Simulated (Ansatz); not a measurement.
The starting structures come from a database of crystals and need not be the phases stable at ambient conditions.

 Where the default PAW files enter, the runs use the earlier of Ansatz's two default sets.

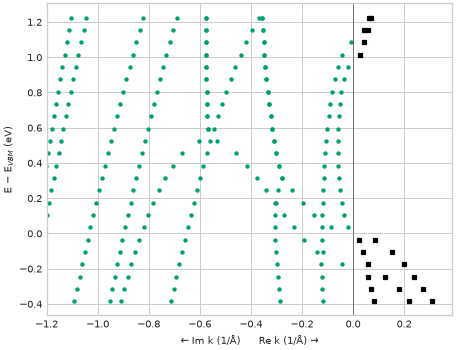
Figure. Complex bands at the centre of the two-dimensional zone; r2SCAN run with Ansatz (an electronic-structure program)

The gap is the functional's own, uncorrected, and κ follows it; spin-orbit coupling is left out. Mid-gap values are interpolated between the computed energies.

Question: This is GaAs (P6_3mc, wurtzite, not sure to be the ambient phase, 4 atoms a cell, 22.7 Å³ an atom) along the normal of (100). Read off the slowest decay at the centre of the two-dimensional zone at 0.46 eV, the computed energy nearest the middle of the gap.

Answer: κ ≈ 0.06 1/Å, a decay length 1/(2κ) of the density of 8.6 Å.
